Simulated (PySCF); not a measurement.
C₄H₁₂Ge, SMILES `C[Ge](C)(C)C`.

Computed with PySCF, BLYP/6-311G**, geometry: GFN2-xTB. No frequency check shows the geometry to be a minimum. A basis without diffuse functions makes polarisabilities too small. GFN2-xTB bond lengths at metals and heavier atoms can be off by up to 0.1 Å and shapes distorted, which carries into these values.

Geometry (Å), atoms numbered from 1:

```
C1       0.9821    1.0868   -1.3421
Ge2     -0.0003   -0.0001    0.0005
C3      -1.0314   -1.4254   -0.9241
C4       1.2974   -0.8297    1.2562
C5      -1.2498    1.1681    1.0123
H6       0.2949    1.5317   -2.0563
H7       1.6874    0.4721   -1.8949
H8       1.5345    1.8875   -0.8627
H9      -0.3718   -2.0637   -1.5054
H10     -1.7630   -0.9944   -1.6022
H11     -1.5583   -2.0478   -0.2092
H12      2.0005   -1.4623    0.7232
H13      1.8876   -0.0672    1.7597
H14      0.7853   -1.4402    1.9937
H15     -1.8159    0.5934    1.7370
H16     -1.9539    1.6526    0.3417
H17     -0.7067    1.9442    1.5448
```

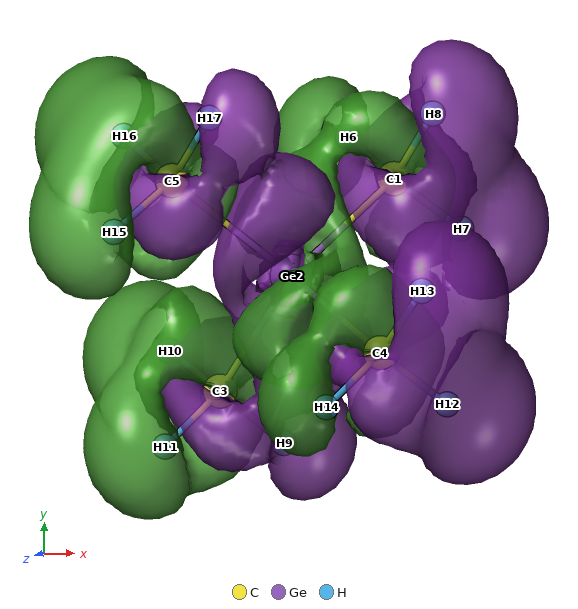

Change of the electron density in a uniform field of 0.41 V/Å, surfaces at ±0.002 e/Å³ (purple: gain, green: loss).

Q: Along which Cartesian direction does the field point?

A: Along −x: electrons gather on the +x side, against the field.

Q: How large is the response?

A: The induced dipole is 1.58 D (along the field); α along this axis, from the fields in both directions, is 78 bohr³ (11.5 Å³).

Q: Which atoms gain and lose the most charge?

A: Electrons gather most on H7 and H12 alike (Hirshfeld charge changes by −0.014 e) and leave H10 and H16 alike most (+0.014 e); 0.150 electrons are displaced in all.

The PySCF run took 43 s on 1 thread of AMD EPYC 9R45 96-Core Processor (Zen 5), with other jobs on the host, peak memory 0.69 GiB.
